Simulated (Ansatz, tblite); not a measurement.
# BMe2(CN) (C₃H₆BN): a ladder of methods and basis sets

Aim: run the singlet of BMe2(CN) (C₃H₆BN) at one geometry on many levels, and compare frontier levels, spin and run time.

Method: as each input shows; program: Ansatz 0.2.0, Gaussian basis.

The runs, in order: GFN1-xTB, GFN2-xTB, PBE-D4/def2-TZVP, r2SCAN-D4/def2-TZVP, BHLYP-D4/def2-TZVP, CAM-B3LYP-D4/def2-TZVP, HSE06-D4/def2-TZVP, B97M-V/def2-TZVP, r2SCANh-D4/def2-TZVP, revPBE-D4/def2-TZVP, LDA/def2-TZVP, PBE-D4/def2-SVP, PBE0-D4/def2-SVP, HF/STO-3G, HF/6-31G, B3LYP-D4/6-31G, PBE0-D4/def2-TZVPD, PBE-D4/def2-TZVPD, r2SCAN-D4/def2-TZVPD, CCSD(T)/def2-TZVPP, MP2/def2-TZVP, RPA/def2-TZVP.

## (1) The relaxed structure

The geometry is that of the singlet, from an earlier relaxation (PBE-D4/def2-SVP).

11 atoms, charge 0, spin multiplicity 1.

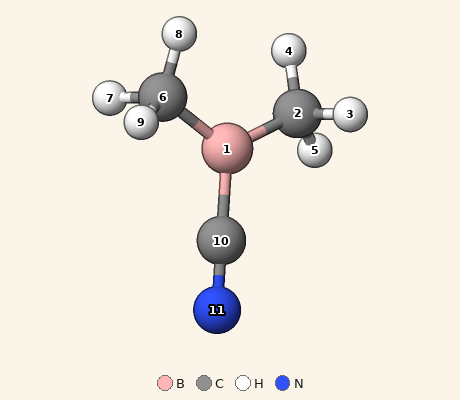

The geometry (boron pink, carbon grey, hydrogen white, nitrogen blue); atoms are numbered from 1 in the order of the file.

PBE0-D4/def2-TZVP was run before; its log isn't repeated, and its numbers join the tables.

## (2) GFN1-xTB

Tight binding, by tblite at 300 K electronic temperature and without a spin-polarisation term:

```python
tblite.interface.Calculator('GFN1-xTB', numbers, positions, charge=0, uhf=0).singlepoint()
```

Energy -385.2972 eV, HOMO -12.61 eV, LUMO -8.51 eV; 0.005 s.

## (3) GFN2-xTB

Tight binding, by tblite at 300 K electronic temperature and without a spin-polarisation term:

```python
tblite.interface.Calculator('GFN2-xTB', numbers, positions, charge=0, uhf=0).singlepoint()
```

Energy -369.3199 eV, HOMO -11.04 eV, LUMO -7.83 eV; 0.003 s.

## (4) PBE-D4/def2-TZVP

start.molden holds the orbitals of an earlier run on this state, given as this run's starting guess.

File in.yaml:

```yaml
crystal:
  periodic: [false, false, false]
  atoms:
    - {symbol: B, position_ang: [-0.119925, -0.205751, 0.001574]}
    - {symbol: C, position_ang: [1.445325, -0.267788, -0.016584]}
    - {symbol: H, position_ang: [1.747407, -0.457622, 1.042786]}
    - {symbol: H, position_ang: [1.930373, 0.680203, -0.320850]}
    - {symbol: H, position_ang: [1.860023, -1.118552, -0.593533]}
    - {symbol: C, position_ang: [-0.948706, 1.123570, 0.011447]}
    - {symbol: H, position_ang: [-1.267774, 1.282730, -1.048013]}
    - {symbol: H, position_ang: [-0.363871, 2.016987, 0.305223]}
    - {symbol: H, position_ang: [-1.890671, 1.067854, 0.593011]}
    - {symbol: C, position_ang: [-0.901835, -1.552245, 0.009170]}
    - {symbol: N, position_ang: [-1.490345, -2.569397, 0.015779]}
basis:
  gaussian: {orbitals: def2-TZVP, initial_orbitals: start.molden}
hamiltonian: {xc: pbe, dispersion: d4}
scf: {omitted_lower_state_checks: [starts]}
output: {orbitals: {seedname: orbitals}}
```

Run with:

```
ansatz run in.yaml --threads 4 --pin off --events-out ev --progress --plain --max-ram 3916MiB
```

What it wrote:

```text
Functional definition: PBE
  name "PBE"
  cite "Perdew, Burke & Ernzerhof, Phys. Rev. Lett. 77, 3865 (1996) doi:10.1103/PhysRevLett.77.3865"
  parent pbe
  parameter kappa = 0.804
  parameter beta = 0.06672455060314922
  exchange = pbe_x(kappa = kappa, mu = beta*pi^2/3)
  correlation = pbe_c(beta = beta)
these checks for a lower state are left out or cut short: starts
1128 factors; their error is unknown
mean field evaluation 1: about -5369.7661 eV, gradient 8.5e0 eV
mean field evaluation 2: about -5369.8571 eV, gradient 1.0e-1 eV
mean field evaluation 4: about -5369.8333 eV, gradient 3.6e-4 eV
mean field -5369.83333555 eV, -197.3377352778 hartree, gradient 2.3e-5 eV, S^2 0.000000; 0 other end points of the search recorded, 0 dependent functions left out
reference -5369.83337601 eV, -197.3377367644 hartree; 18, 18 occupied and 173, 173 virtual orbitals, 1128 factors
Total energy: -5370.01663646 eV, -197.3444714621 hartree
Checks for a lower state left out: starts
```

Run time: 1.2 s. Hardware: 4 threads of Arm Neoverse V2, shared host.

From the report: HOMO -7.80 eV, LUMO -3.15 eV.

## (5) r2SCAN-D4/def2-TZVP

Edit in.yaml of step 4 so:

```diff
@@ -16,3 +16,3 @@
   gaussian: {orbitals: def2-TZVP, initial_orbitals: start.molden}
-hamiltonian: {xc: pbe, dispersion: d4}
+hamiltonian: {xc: r2scan, dispersion: d4}
 scf: {omitted_lower_state_checks: [starts]}
```

Launched as before.

What it wrote:

```text
Functional definition: r2SCAN
  name "r2SCAN"
  cite "Furness, Kaplan, Ning, Perdew & Sun, J. Phys. Chem. Lett. 11, 8208 (2020) doi:10.1021/acs.jpclett.0c02405"
  cite "Furness, Kaplan, Ning, Perdew & Sun, J. Phys. Chem. Lett. 11, 9248 (2020) doi:10.1021/acs.jpclett.0c03077"
  parent r2scan
  parameter k0 = 0.174
  parameter k1 = 0.065
  parameter a1 = 4.9479
  exchange = r2scan_x(k0 = k0, k1 = k1, a1 = a1)
  correlation = r2scan_c
these checks for a lower state are left out or cut short: starts
1128 factors; their error is unknown
mean field evaluation 1: about -5373.8364 eV, gradient 4.6e0 eV
mean field evaluation 2: about -5373.8702 eV, gradient 3.4e-2 eV
mean field evaluation 4: about -5373.8532 eV, gradient 2.8e-4 eV
mean field -5373.85321272 eV, -197.4854630389 hartree, gradient 2.1e-5 eV, S^2 0.000000; 0 other end points of the search recorded, 0 dependent functions left out
reference -5373.85322442 eV, -197.4854634689 hartree; 18, 18 occupied and 173, 173 virtual orbitals, 1128 factors
Total energy: -5373.90104065 eV, -197.4872206829 hartree
Checks for a lower state left out: starts
```

Wall time 2.6 s (4 threads of Arm Neoverse V2, shared host).

From the report: HOMO -8.08 eV, LUMO -2.89 eV.

## (6) BHLYP-D4/def2-TZVP

Edit in.yaml of step 5 so:

```diff
@@ -16,3 +16,3 @@
   gaussian: {orbitals: def2-TZVP, initial_orbitals: start.molden}
-hamiltonian: {xc: r2scan, dispersion: d4}
+hamiltonian: {xc: {name: BHLYP}, dispersion: d4}
 scf: {omitted_lower_state_checks: [starts]}
```

The command is unchanged.

What it wrote:

```text
Functional definition: BHLYP
  name "BHLYP"
  cite "Becke, J. Chem. Phys. 98, 1372 (1993) doi:10.1063/1.464304"
  cite "Becke, Phys. Rev. A 38, 3098 (1988) doi:10.1103/PhysRevA.38.3098"
  cite "Lee, Yang & Parr, Phys. Rev. B 37, 785 (1988) doi:10.1103/PhysRevB.37.785"
  parameter a = 0.5
  exchange = (1 - a)*b88_x + a*exact_x
  correlation = lyp_c
these checks for a lower state are left out or cut short: starts
1305 factors; their error is unknown
mean field evaluation 1: about -5373.8386 eV, gradient 6.7e0 eV
mean field evaluation 2: about -5373.9227 eV, gradient 9.7e-2 eV
mean field evaluation 4: about -5373.9459 eV, gradient 2.7e-4 eV
mean field -5373.94586002 eV, -197.4888677644 hartree, gradient 1.5e-5 eV, S^2 0.000000; 0 other end points of the search recorded, 0 dependent functions left out
reference -5373.94603979 eV, -197.4888743709 hartree; 18, 18 occupied and 173, 173 virtual orbitals, 1305 factors
Total energy: -5374.15352977 eV, -197.4964994870 hartree
Checks for a lower state left out: starts
```

It took 1.7 s on 4 threads of Arm Neoverse V2, shared host.

From the report: HOMO -10.41 eV, LUMO -1.10 eV.

## (7) CAM-B3LYP-D4/def2-TZVP

Edit in.yaml of step 6 so:

```diff
@@ -16,3 +16,3 @@
   gaussian: {orbitals: def2-TZVP, initial_orbitals: start.molden}
-hamiltonian: {xc: {name: BHLYP}, dispersion: d4}
+hamiltonian: {xc: {name: CAM-B3LYP}, dispersion: d4}
 scf: {omitted_lower_state_checks: [starts]}
```

Same command.

What it wrote (excerpt; [...] marks lines left out):

```text
Functional definition: CAM-B3LYP
  name "CAM-B3LYP"
  cite "Yanai, Tew & Handy, Chem. Phys. Lett. 393, 51 (2004) doi:10.1016/j.cplett.2004.06.011"
  cite "Iikura, Tsuneda, Yanai & Hirao, J. Chem. Phys. 115, 3540 (2001) doi:10.1063/1.1383587"
  cite "Becke, Phys. Rev. A 38, 3098 (1988) doi:10.1103/PhysRevA.38.3098"
  cite "Lee, Yang & Parr, Phys. Rev. B 37, 785 (1988) doi:10.1103/PhysRevB.37.785"
  cite "Vosko, Wilk & Nusair, Can. J. Phys. 58, 1200 (1980) doi:10.1139/p80-159"
[...]
  # Exact exchange under (alpha + beta erf(omega r))/r, Becke's under what is left of 1/r.
[...]
1128 factors; their error is unknown
333 factors; integrals over basis functions are off by at most 1.3e-5 eV
[...]
mean field -5374.17865886 eV, -197.4974229641 hartree, gradient 1.7e-5 eV, S^2 0.000000; 0 other end points of the search recorded, 0 dependent functions left out
reference -5374.17878945 eV, -197.4974277632 hartree; 18, 18 occupied and 173, 173 virtual orbitals, 1128 factors
Total energy: -5374.33412968 eV, -197.5031364113 hartree
Checks for a lower state left out: starts
```

Wall time 1.9 s (4 threads of Arm Neoverse V2, shared host).

Report: HOMO -10.59 eV, LUMO -1.04 eV.

## (8) HSE06-D4/def2-TZVP

Edit in.yaml of step 7 so:

```diff
@@ -16,3 +16,3 @@
   gaussian: {orbitals: def2-TZVP, initial_orbitals: start.molden}
-hamiltonian: {xc: {name: CAM-B3LYP}, dispersion: d4}
+hamiltonian: {xc: hse06, dispersion: d4}
 scf: {omitted_lower_state_checks: [starts]}
```

The command is unchanged.

What it wrote (excerpt; [...] marks lines left out):

```text
Functional definition: HSE06
  name "HSE06"
  cite "Heyd, Scuseria & Ernzerhof, J. Chem. Phys. 118, 8207 (2003) doi:10.1063/1.1564060"
  cite "Krukau, Vydrov, Izmaylov & Scuseria, J. Chem. Phys. 125, 224106 (2006) doi:10.1063/1.2404663"
  cite "Heyd & Scuseria, J. Chem. Phys. 120, 7274 (2004) doi:10.1063/1.1668634"
  cite "Ernzerhof & Perdew, J. Chem. Phys. 109, 3313 (1998) doi:10.1063/1.476928"
  cite "Perdew, Burke & Ernzerhof, Phys. Rev. Lett. 77, 3865 (1996) doi:10.1103/PhysRevLett.77.3865"
  parent pbe
[...]
  # The whole range is PBE's own exchange, as in plane waves. The composition of these papers is wPBEh.
[...]
1128 factors; their error is unknown
95 factors; integrals over basis functions are off by at most 3.0e-7 eV
[...]
mean field -5370.06942970 eV, -197.3464115779 hartree, gradient 1.9e-5 eV, S^2 0.000000; 0 other end points of the search recorded, 0 dependent functions left out
reference -5370.06946920 eV, -197.3464130295 hartree; 18, 18 occupied and 173, 173 virtual orbitals, 1128 factors
Total energy: -5370.21272271 eV, -197.3516774986 hartree
Checks for a lower state left out: starts
```

It took 1.8 s on 4 threads of Arm Neoverse V2, shared host.

From the report: HOMO -8.75 eV, LUMO -2.57 eV.

## (9) B97M-V/def2-TZVP

Edit in.yaml of step 8 so:

```diff
@@ -16,3 +16,3 @@
   gaussian: {orbitals: def2-TZVP, initial_orbitals: start.molden}
-hamiltonian: {xc: hse06, dispersion: d4}
+hamiltonian: {xc: {name: B97M-V}}
 scf: {omitted_lower_state_checks: [starts]}
```

Same command.

What it wrote (excerpt; [...] marks lines left out):

```text
Functional definition: B97M-V
  name "B97M-V"
  cite "Mardirossian & Head-Gordon, J. Chem. Phys. 142, 074111 (2015) doi:10.1063/1.4907719"
  cite "Becke, J. Chem. Phys. 107, 8554 (1997) doi:10.1063/1.475007"
  cite "Vydrov & Van Voorhis, J. Chem. Phys. 133, 244103 (2010) doi:10.1063/1.3521275"
  # Of w^i u^j: cxij and so on, Table III.
[...]
  gx(w, u) = cx00 + cx01*u + cx02*u^2 + (cx10 + cx11*u)*w
  gss(w, u) = css00 + css02*u^2 + css10*w + (css32*w^3 + css42*w^4)*u^2
  gos(w, u) = cos00 + cos01*u + cos03*u^3 + cos10*w + cos32*w^3*u^2
[...]
      + integral(e_c_pw_mod_opposite_spin*gos(b97_w_opposite, b97_u_opposite)) + vv10(b, c)
[...]
1128 factors; their error is unknown
[...]
mean field -5377.39658584 eV, -197.6156795992 hartree, gradient 1.7e-5 eV, S^2 0.000000; 0 other end points of the search recorded, 0 dependent functions left out
reference -5377.39664537 eV, -197.6156817870 hartree; 18, 18 occupied and 173, 173 virtual orbitals, 1128 factors
Total energy: -5377.39664537 eV, -197.6156817870 hartree
Checks for a lower state left out: starts
```

Run time: 5.5 s. Hardware: 4 threads of Arm Neoverse V2, shared host.

HOMO -8.10 eV, LUMO -2.80 eV.

## (10) r2SCANh-D4/def2-TZVP

Edit in.yaml of step 9 so:

```diff
@@ -16,3 +16,3 @@
   gaussian: {orbitals: def2-TZVP, initial_orbitals: start.molden}
-hamiltonian: {xc: {name: B97M-V}}
+hamiltonian: {xc: {name: r2SCANh}, dispersion: d4}
 scf: {omitted_lower_state_checks: [starts]}
```

Launched as before.

What it wrote (excerpt; [...] marks lines left out):

```text
Functional definition: r2SCANh
  name "r2SCANh"
  cite "Bursch, Neugebauer, Ehlert & Grimme, J. Chem. Phys. 156, 134105 (2022) doi:10.1063/5.0086040"
  cite "Furness, Kaplan, Ning, Perdew & Sun, J. Phys. Chem. Lett. 11, 8208 (2020) doi:10.1021/acs.jpclett.0c02405"
  cite "Furness, Kaplan, Ning, Perdew & Sun, J. Phys. Chem. Lett. 11, 9248 (2020) doi:10.1021/acs.jpclett.0c03077"
  parent r2scan
[...]
1128 factors; their error is unknown
[...]
mean field -5373.58360516 eV, -197.4755551438 hartree, gradient 1.7e-5 eV, S^2 0.000000; 0 other end points of the search recorded, 0 dependent functions left out
reference -5373.58361589 eV, -197.4755555380 hartree; 18, 18 occupied and 173, 173 virtual orbitals, 1128 factors
Total energy: -5373.63372619 eV, -197.4773970578 hartree
Checks for a lower state left out: starts
```

Wall time 2.7 s (4 threads of Arm Neoverse V2, shared host).

Report: HOMO -8.58 eV, LUMO -2.55 eV.

## (11) revPBE-D4/def2-TZVP

Edit in.yaml of step 10 so:

```diff
@@ -16,3 +16,3 @@
   gaussian: {orbitals: def2-TZVP, initial_orbitals: start.molden}
-hamiltonian: {xc: {name: r2SCANh}, dispersion: d4}
+hamiltonian: {xc: {name: revPBE}, dispersion: d4}
 scf: {omitted_lower_state_checks: [starts]}
```

The command is unchanged.

What it wrote:

```text
Functional definition: revPBE
  name "revPBE"
  cite "Zhang & Yang, Phys. Rev. Lett. 80, 890 (1998) doi:10.1103/PhysRevLett.80.890"
  cite "Perdew, Burke & Ernzerhof, Phys. Rev. Lett. 77, 3865 (1996) doi:10.1103/PhysRevLett.77.3865"
  parameter kappa = 1.245
  parameter beta = 0.06672455060314922
  exchange = pbe_x(kappa = kappa, mu = beta*pi^2/3)
  correlation = pbe_c(beta = beta)
these checks for a lower state are left out or cut short: starts
1128 factors; their error is unknown
mean field evaluation 1: about -5375.6690 eV, gradient 9.0e0 eV
mean field evaluation 2: about -5375.7393 eV, gradient 9.7e-2 eV
mean field evaluation 4: about -5375.7155 eV, gradient 3.6e-4 eV
mean field -5375.71545830 eV, -197.5538993017 hartree, gradient 2.0e-5 eV, S^2 0.000000; 0 other end points of the search recorded, 0 dependent functions left out
reference -5375.71550941 eV, -197.5539011800 hartree; 18, 18 occupied and 173, 173 virtual orbitals, 1128 factors
Total energy: -5376.31362786 eV, -197.5758816274 hartree
Checks for a lower state left out: starts
```

It took 1.2 s on 4 threads of Arm Neoverse V2, shared host.

Report: HOMO -7.73 eV, LUMO -3.04 eV.

## (12) LDA/def2-TZVP

Edit in.yaml of step 11 so:

```diff
@@ -16,3 +16,3 @@
   gaussian: {orbitals: def2-TZVP, initial_orbitals: start.molden}
-hamiltonian: {xc: {name: revPBE}, dispersion: d4}
+hamiltonian: {xc: lda}
 scf: {omitted_lower_state_checks: [starts]}
```

Same command.

What it wrote:

```text
Functional definition: SPW92
  name "SPW92"
  cite "Dirac, Proc. Camb. Phil. Soc. 26, 376 (1930) doi:10.1017/S0305004100016108"
  cite "Slater, Phys. Rev. 81, 385 (1951) doi:10.1103/PhysRev.81.385"
  cite "Perdew & Wang, Phys. Rev. B 45, 13244 (1992) doi:10.1103/PhysRevB.45.13244"
  exchange = slater_x
  correlation = pw_c
these checks for a lower state are left out or cut short: starts
1128 factors; their error is unknown
mean field evaluation 1: about -5326.4371 eV, gradient 3.7e1 eV
mean field evaluation 2: about -5326.8762 eV, gradient 6.1e-1 eV
mean field evaluation 4: about -5326.8561 eV, gradient 4.4e-1 eV
mean field evaluation 8: about -5326.8563 eV, gradient 1.9e-5 eV
mean field -5326.85633152 eV, -195.7583595106 hartree, gradient 1.9e-5 eV, S^2 0.000000; 0 other end points of the search recorded, 0 dependent functions left out
reference -5326.85636842 eV, -195.7583608664 hartree; 18, 18 occupied and 173, 173 virtual orbitals, 1128 factors
Total energy: -5326.85636842 eV, -195.7583608664 hartree
Checks for a lower state left out: starts
```

It took 0.8 s on 4 threads of Arm Neoverse V2, shared host.

Report: HOMO -7.97 eV, LUMO -3.39 eV.

## (13) PBE-D4/def2-SVP

Edit in.yaml of step 12 so:

```diff
@@ -15,4 +15,4 @@
 basis:
-  gaussian: {orbitals: def2-TZVP, initial_orbitals: start.molden}
-hamiltonian: {xc: lda}
+  gaussian: {orbitals: def2-SVP, initial_orbitals: start.molden}
+hamiltonian: {xc: pbe, dispersion: d4}
 scf: {omitted_lower_state_checks: [starts]}
```

Launched as before.

What it wrote:

```text
Functional definition: PBE
  name "PBE"
  cite "Perdew, Burke & Ernzerhof, Phys. Rev. Lett. 77, 3865 (1996) doi:10.1103/PhysRevLett.77.3865"
  parent pbe
  parameter kappa = 0.804
  parameter beta = 0.06672455060314922
  exchange = pbe_x(kappa = kappa, mu = beta*pi^2/3)
  correlation = pbe_c(beta = beta)
these checks for a lower state are left out or cut short: starts
1148 factors; their error is unknown
mean field evaluation 1: about -5363.7310 eV, gradient 7.6e0 eV
mean field evaluation 2: about -5363.8985 eV, gradient 1.3e-1 eV
mean field evaluation 4: about -5363.8591 eV, gradient 1.4e-4 eV
mean field -5363.85913797 eV, -197.1181875661 hartree, gradient 2.5e-5 eV, S^2 0.000000; 0 other end points of the search recorded, 0 dependent functions left out
reference -5363.85917072 eV, -197.1181887695 hartree; 18, 18 occupied and 82, 82 virtual orbitals, 1148 factors
Total energy: -5364.04243118 eV, -197.1249234671 hartree
Checks for a lower state left out: starts
```

It took 0.7 s on 4 threads of Arm Neoverse V2, shared host.

Report: HOMO -7.65 eV, LUMO -2.98 eV.

## (14) PBE0-D4/def2-SVP

Edit in.yaml of step 13 so:

```diff
@@ -16,3 +16,3 @@
   gaussian: {orbitals: def2-SVP, initial_orbitals: start.molden}
-hamiltonian: {xc: pbe, dispersion: d4}
+hamiltonian: {xc: pbe0, dispersion: d4}
 scf: {omitted_lower_state_checks: [starts]}
```

Launched as before.

What it wrote:

```text
Functional definition: PBE0
  name "PBE0"
  cite "Adamo & Barone, J. Chem. Phys. 110, 6158 (1999) doi:10.1063/1.478522"
  cite "Perdew, Burke & Ernzerhof, Phys. Rev. Lett. 77, 3865 (1996) doi:10.1103/PhysRevLett.77.3865"
  parent pbe
  parameter a = 0.25
  parameter kappa = 0.804
  parameter beta = 0.06672455060314922
  exchange = (1 - a)*pbe_x(kappa = kappa, mu = beta*pi^2/3) + a*exact_x
  correlation = pbe_c(beta = beta)
these checks for a lower state are left out or cut short: starts
1148 factors; their error is unknown
mean field evaluation 1: about -5364.4531 eV, gradient 5.5e0 eV
mean field evaluation 2: about -5364.5379 eV, gradient 6.5e-2 eV
mean field evaluation 4: about -5364.5356 eV, gradient 6.3e-5 eV
mean field -5364.53556572 eV, -197.1430458275 hartree, gradient 7.1e-5 eV, S^2 0.000000; 0 other end points of the search recorded, 0 dependent functions left out
reference -5364.53559103 eV, -197.1430467576 hartree; 18, 18 occupied and 82, 82 virtual orbitals, 1148 factors
Total energy: -5364.69033483 eV, -197.1487334875 hartree
Checks for a lower state left out: starts
```

Run time: 0.7 s. Hardware: 4 threads of Arm Neoverse V2, shared host.

Report: HOMO -9.08 eV, LUMO -2.07 eV.

## (15) HF/STO-3G

Edit in.yaml of step 14 so:

```diff
@@ -15,4 +15,4 @@
 basis:
-  gaussian: {orbitals: def2-SVP, initial_orbitals: start.molden}
-hamiltonian: {xc: pbe0, dispersion: d4}
+  gaussian: {orbitals: STO-3G}
+hamiltonian: {xc: hf}
 scf: {omitted_lower_state_checks: [starts]}
```

Launched as before.

What it wrote:

```text
Functional definition: HF
  name "HF"
  cite "Fock, Z. Phys. 61, 126 (1930) doi:10.1007/BF01340294"
  parent pbe
  exchange = exact_x
  correlation = 0
these checks for a lower state are left out or cut short: starts
421 factors; integrals over basis functions are off by at most 1.1e-4 eV
mean field evaluation 1: about -5270.9410 eV, gradient 3.3e1 eV
mean field evaluation 2: about -5271.0631 eV, gradient 3.3e1 eV
mean field evaluation 4: about -5274.4240 eV, gradient 2.8e0 eV
mean field evaluation 8: about -5274.4668 eV, gradient 4.7e-2 eV
mean field -5274.46462350 eV, -193.8329997532 hartree, gradient 9.4e-6 eV, S^2 0.000000; 0 other end points of the search recorded, 0 dependent functions left out
reference -5274.46462350 eV, -193.8329997532 hartree; 18, 18 occupied and 13, 13 virtual orbitals, 421 factors
Total energy: -5274.46462350 eV, -193.8329997532 hartree
Checks for a lower state left out: starts
```

It took 0.1 s on 4 threads of Arm Neoverse V2, shared host.

From the report: HOMO -10.52 eV, LUMO 5.15 eV.

## (16) HF/6-31G

Edit in.yaml of step 15 so:

```diff
@@ -15,3 +15,3 @@
 basis:
-  gaussian: {orbitals: STO-3G}
+  gaussian: {orbitals: 6-31G}
 hamiltonian: {xc: hf}
```

Launched as before.

What it wrote:

```text
Functional definition: HF
  name "HF"
  cite "Fock, Z. Phys. 61, 126 (1930) doi:10.1007/BF01340294"
  parent pbe
  exchange = exact_x
  correlation = 0
these checks for a lower state are left out or cut short: starts
831 factors; integrals over basis functions are off by at most 1.9e-4 eV
mean field evaluation 1: about -5334.5825 eV, gradient 3.4e1 eV
mean field evaluation 2: about -5334.7140 eV, gradient 3.4e1 eV
mean field evaluation 4: about -5337.8798 eV, gradient 5.3e0 eV
mean field evaluation 8: about -5337.9741 eV, gradient 3.6e-1 eV
mean field -5337.97542356 eV, -196.1669786063 hartree, gradient 1.1e-5 eV, S^2 0.000000; 0 other end points of the search recorded, 0 dependent functions left out
reference -5337.97542356 eV, -196.1669786063 hartree; 18, 18 occupied and 39, 39 virtual orbitals, 831 factors
Total energy: -5337.97542356 eV, -196.1669786063 hartree
Checks for a lower state left out: starts
```

Run time: 0.2 s. Hardware: 4 threads of Arm Neoverse V2, shared host.

Report: HOMO -12.28 eV, LUMO 1.85 eV.

## (17) B3LYP-D4/6-31G

Edit in.yaml of step 16 so:

```diff
@@ -16,3 +16,3 @@
   gaussian: {orbitals: 6-31G}
-hamiltonian: {xc: hf}
+hamiltonian: {xc: {name: B3LYP}, dispersion: d4}
 scf: {omitted_lower_state_checks: [starts]}
```

The command is unchanged.

What it wrote (excerpt; [...] marks lines left out):

```text
Functional definition: B3LYP
  name "B3LYP"
  cite "Stephens, Devlin, Chabalowski & Frisch, J. Phys. Chem. 98, 11623 (1994) doi:10.1021/j100096a001"
  cite "Becke, Phys. Rev. A 38, 3098 (1988) doi:10.1103/PhysRevA.38.3098"
  cite "Lee, Yang & Parr, Phys. Rev. B 37, 785 (1988) doi:10.1103/PhysRevB.37.785"
  cite "Vosko, Wilk & Nusair, Can. J. Phys. 58, 1200 (1980) doi:10.1139/p80-159"
[...]
831 factors; integrals over basis functions are off by at most 1.9e-4 eV
[...]
mean field -5374.05677204 eV, -197.4929437058 hartree, gradient 3.0e-5 eV, S^2 0.000000; 0 other end points of the search recorded, 0 dependent functions left out
reference -5374.05696739 eV, -197.4929508848 hartree; 18, 18 occupied and 39, 39 virtual orbitals, 831 factors
Total energy: -5374.34850978 eV, -197.5036648702 hartree
Checks for a lower state left out: starts
```

Run time: 0.6 s. Hardware: 4 threads of Arm Neoverse V2, shared host.

HOMO -8.74 eV, LUMO -2.06 eV.

(Part 1 of 2 ends here.)
